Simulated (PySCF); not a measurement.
Geometry relaxation of BH₂ (part 3 of 3)

BH₂, multiplicity 2, SMILES [BH2]; HF/cc-pVDZ-F12, UHF, sfX2C (PySCF 2.14.0). The geometry comes from this level: GFN2-xTB symmetrised.

Geometry of the input (Å):
```
B  0.0620  -0.0392  0.0303
H  0.0792  1.1124  0.1627
H  -0.7437  -0.6920  -0.4879
```

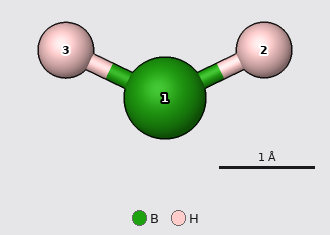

Fig. 1: The starting structure (ball-and-stick view, seen on its broad side; atoms are numbered from 1 in the order of the input).

### Key numbers

```csv
quantity,value
outcome,converged
total energy,−25.766549 hartree
basis functions,48
⟨S²⟩,0.754
zero-point energy,0.015046 hartree
dipole moment,0.43 D
"wavenumbers, lowest and highest",1101 and 2826 cm⁻¹
hardware,"1 thread of Arm Neoverse V1, 24 GiB of memory available, shared host"
wall time,6 s
peak memory,0.22 GiB
```

### Remarks

The record of the run, not the program, notes: logged alpha LUMO and gap are faulty.
